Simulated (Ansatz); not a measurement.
## How methods differ on AlH2OF (SMILES [OH][AlH][F])

The species is AlH2OF (5 atoms), meant as a singlet with charge 0. As SMILES, `[OH][AlH][F]`. Geometry: a GFN2-xTB relaxation, a rough one for these elements and not checked as a minimum. This is one conformer, not always the lowest.

```xyz
5

O    -1.0217    0.3258   -0.3273
Al    0.4730   -0.1391    0.1441
F     0.7788   -1.5669    0.9121
H    -1.8711    0.6287   -0.6143
H     1.6411    0.7515   -0.1146
```

Quantity: the energy change with the O1–Al2 bond stretched from 1.635 to 2.043 Å, in eV. The values are calculated.

```
                        level                    kind  program  value (eV)  less FCI/STO-3G  CPU time (all runs)
       HF/STO-3G (restricted)            Hartree–Fock   Ansatz        2.91            +0.11               0.18 s
   r2SCAN/STO-3G (restricted)                meta-GGA   Ansatz        2.51            -0.29                4.6 s
CAM-B3LYP/STO-3G (restricted)  range-separated hybrid   Ansatz        2.66            -0.14                2.3 s
  wB97M-V/STO-3G (restricted)  range-separated hybrid   Ansatz        2.65            -0.15                 36 s
      MP2/STO-3G (restricted)     perturbation theory   Ansatz        2.90            +0.10               0.18 s
  BCCD(T)/STO-3G (restricted)   coupled cluster or CI   Ansatz        2.81            +0.01               0.35 s
  CCSD(T)/STO-3G (restricted)   coupled cluster or CI   Ansatz        2.81            +0.01               0.29 s
                   FCI/STO-3G      exact in the basis   Ansatz        2.80             0.00                 34 s
```

FCI/STO-3G is exact within its basis and frozen core, so for wave-function methods in that basis the difference is their error; functionals converge differently with the basis, so for them it is only a difference. The first shape isn't each level's own minimum. The values span 2.51 to 2.91 eV. All rows use very small basis sets, so none should be taken for the real molecule's value. Times are those of the runs behind each value, whatever else they computed, on shared processors of several kinds: orders of magnitude only.

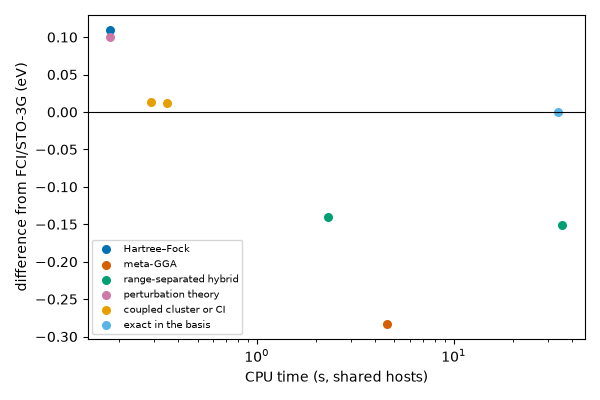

Difference from FCI/STO-3G against processor time, one point a level.
